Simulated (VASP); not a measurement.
Band structure of TmN (space group Fm-3m). These are PBEsol GGA, VASP's PBE PAW potentials (set 64) (plane waves; VASP) values and carry that method's errors.

The 4f electrons are frozen in the core of the lanthanide potential, so 4f levels, which can set the real gap, and their magnetism are missing.

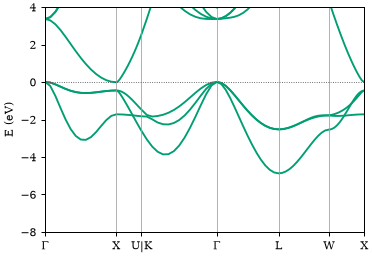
*Bands along high-symmetry lines, zero at the valence-band maximum or, without a gap, the Fermi level*

### Question
Read the plot: is there a gap, and where are the band edges?

### Answer
It has no gap at this level: it comes out as a metal or semimetal. (Edges off the drawn lines would not show.)

The structure comes from a measured TmN entry (Fm-3m) of the Crystallography Open Database, whose conditions weren't checked. It was relaxed first.
